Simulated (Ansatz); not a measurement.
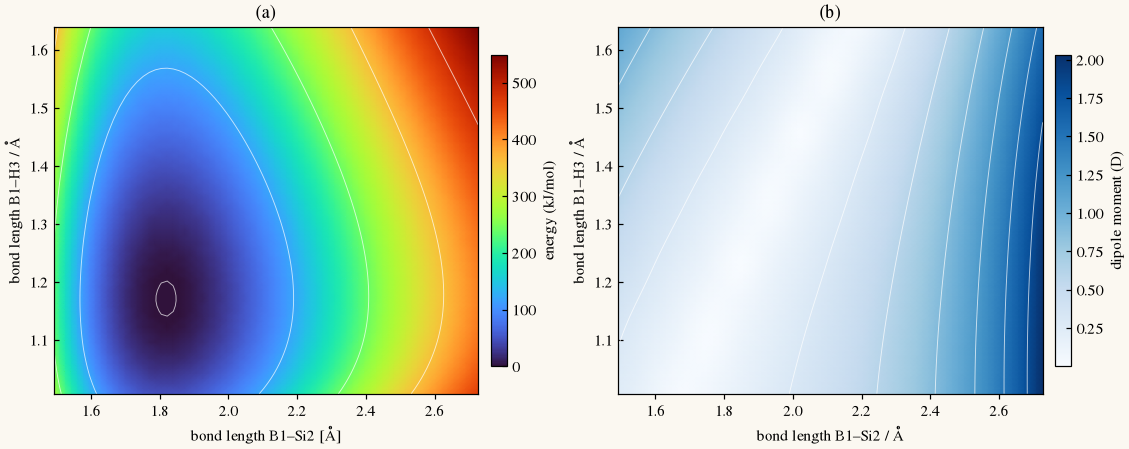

BH3Si, SMILES B=[SiH2]. The first coordinate is: bond length B1–Si2; the second: bond length B1–H3. Nothing is relaxed (all other coordinates rigid). Grid: 15 × 15 points. Points are written as (first, second). Energies: kJ/mol, counted from the lowest grid point. The reference is spin-restricted, which grows unreliable where a bond is stretched far. Method: RHF/def2-TZVP (Ansatz).

Panel (a) is the energy; panel (b) is the computed dipole moment, in D.

In the figure: a smooth colour map with a few white contour lines. Between grid points the surface is interpolated.

> How does the dipole moment vary over the map, and what is it at the lowest grid point?

Leaving out the highest fifth of the energies, it runs from 0.00 D at (1.844 Å, 1.232 Å) to 1.26 D at (2.550 Å, 1.052 Å). At the lowest grid point, (1.844 Å, 1.187 Å), it is 0.04 D.
